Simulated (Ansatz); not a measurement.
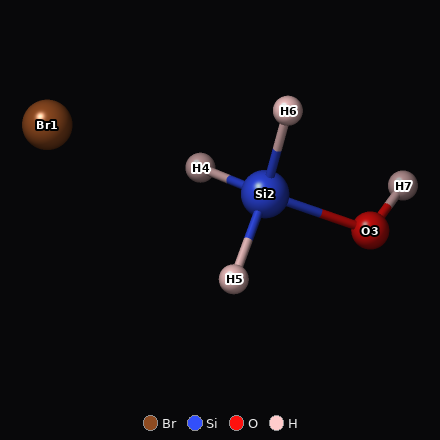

The system is the pair Br···H₄OSi, charge −1; the picture shows the reference structure. Coordinates scanned: (1) separation of Si2 and Br1 along their line in the relaxed pair; (2) sideways slip of Br1. Nothing is relaxed (both partners rigid). The scan uses a 15 × 15 grid. Points are written as (first, second). All energies are given in kJ/mol relative to the lowest grid point. Method: Ansatz 0.2.0, RHF/def2-SVPD.

Its coordinates:

```xyz
7

Br    1.0779    0.8117   -3.1162
Si    0.0008   -0.1327    0.0938
O    -0.5051   -0.6309    1.6410
H     0.9549    0.9754    0.2940
H     0.6115   -1.3476   -0.4630
H    -1.2083    0.3103   -0.6275
H    -0.9318    0.0138    2.1777
```

Range: separation of Si2 and Br1 along their line in the relaxed pair from 2.953 to 5.553 Å; sideways slip of Br1 from −1.500 to 1.500 Å.

Q: What landscape does the calculation give?

A: The lowest grid point is at (3.568 Å, 0.000 Å). It is the only kind of minimum in the scanned range. The highest grid point, (2.953 Å, −1.500 Å), lies 28.5 kJ/mol above the lowest. Round the minimum the two coordinates are weakly coupled (coupling −0.06 in units of the two stiffnesses).

```
second ↓, first →  2.953  3.017  3.123  3.254  3.403  3.568  3.747  3.938  4.140  4.353  4.576  4.808  5.048  5.297  5.553
            1.500   18.9   15.8   11.9    8.9    7.1    6.5    6.9    7.9    9.3   10.9   12.6   14.1   15.6   16.9   18.1
            1.286   20.5   16.7   12.0    8.3    6.1    5.4    5.8    6.9    8.4   10.2   12.0   13.7   15.2   16.6   17.9
            1.071   21.3   17.0   11.7    7.5    5.0    4.2    4.6    5.9    7.6    9.5   11.4   13.2   14.9   16.4   17.7
            0.857   21.4   16.7   10.9    6.4    3.8    3.0    3.5    4.9    6.8    8.9   10.9   12.9   14.6   16.2   17.5
            0.643   20.6   15.8    9.8    5.2    2.6    1.9    2.5    4.1    6.2    8.4   10.6   12.6   14.4   16.0   17.4
            0.429   19.4   14.5    8.5    4.0    1.5    0.9    1.7    3.5    5.7    8.0   10.3   12.4   14.3   15.9   17.4
            0.214   18.1   13.3    7.4    3.0    0.7    0.2    1.2    3.1    5.4    7.8   10.2   12.3   14.3   15.9   17.4
            0.000   17.3   12.6    6.8    2.5    0.3    0.0    1.1    3.0    5.4    7.8   10.2   12.4   14.3   16.0   17.5
           −0.214   17.5   12.8    7.1    2.8    0.6    0.3    1.4    3.3    5.6    8.1   10.4   12.6   14.5   16.1   17.6
           −0.429   18.6   13.9    8.1    3.8    1.5    1.1    2.1    3.9    6.1    8.5   10.8   12.9   14.7   16.4   17.8
           −0.643   20.7   15.9   10.0    5.5    3.0    2.4    3.2    4.8    6.9    9.1   11.3   13.3   15.1   16.7   18.0
           −0.857   23.3   18.3   12.3    7.6    4.9    4.0    4.6    6.0    7.8    9.9   11.9   13.8   15.5   17.0   18.3
           −1.071   25.7   20.8   14.7    9.9    7.0    5.9    6.2    7.3    9.0   10.8   12.7   14.4   16.0   17.4   18.7
           −1.286   27.6   22.8   16.8   12.0    9.1    7.8    7.9    8.8   10.2   11.8   13.5   15.1   16.6   17.9   19.1
           −1.500   28.5   24.0   18.4   13.9   11.0    9.7    9.6   10.3   11.5   12.9   14.4   15.9   17.2   18.4   19.5
```

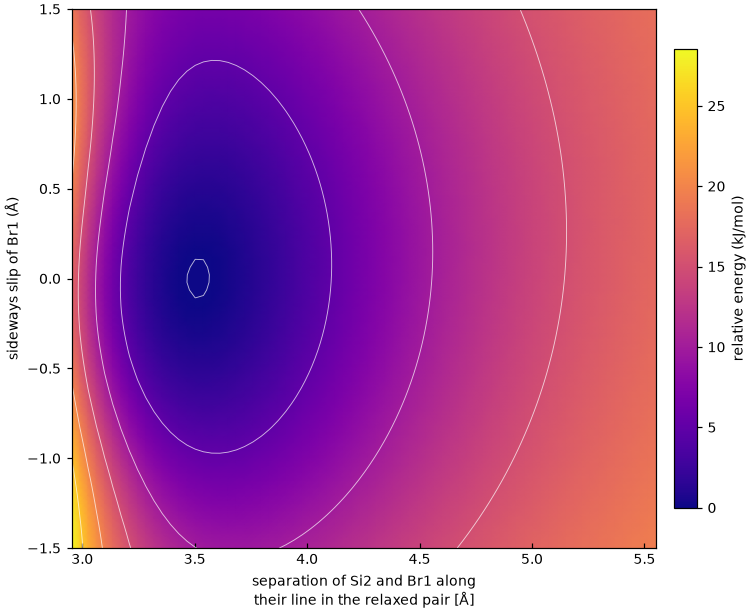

The picture shows a smooth colour map with a few white contour lines. Between grid points the surface is interpolated.

The whole map (225 points run) took 12 min on 1 thread of Arm Neoverse V2, on a shared host.
